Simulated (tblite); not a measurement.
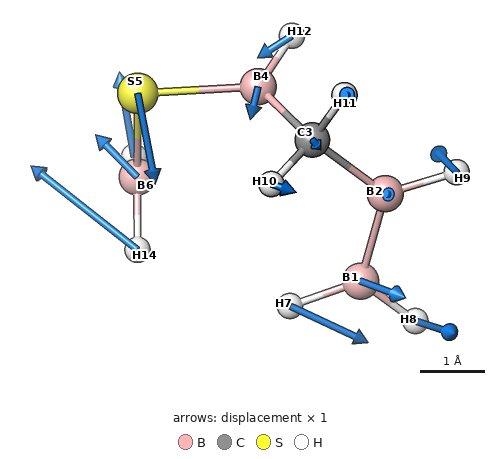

A relaxation of CH8B4S. The starting structure is drawn; blue arrows show the displacements, at their true length. The two geometries are superimposed by the best rigid fit.

A ball-and-stick model, seen at a tilt.

Theory: tblite, GFN2-xTB geometry optimisation, gas phase. 

Question: Atoms of which element are displaced furthest, and by how much?

Answer: Hydrogen: up to 2.27 Å, against 1.49 Å for sulfur.

Question: What happened in the run?

Answer: Over 197 geometry steps the energy falls by 1.417 eV. An H atom moves most after the best rigid fit: 2.27 Å. By element the largest moves are H 2.27 Å, S 1.49 Å, B 0.98 Å, C 0.24 Å. Near-neighbour distances that change, for instance: B–S 1.886 → 1.766 Å, B–S 1.890 → 1.805 Å, B–B 1.655 → 1.622 Å, B–C 1.585 → 1.563 Å. Bond angles that change, for instance: B–S–B 91.9° → 105.2°, H–B–H 119.1° → 114.5°, C–B–H 119.0° → 114.7°. Groups turn about B–B by about 90°, B–S by about 90°, B–S by about 85°.
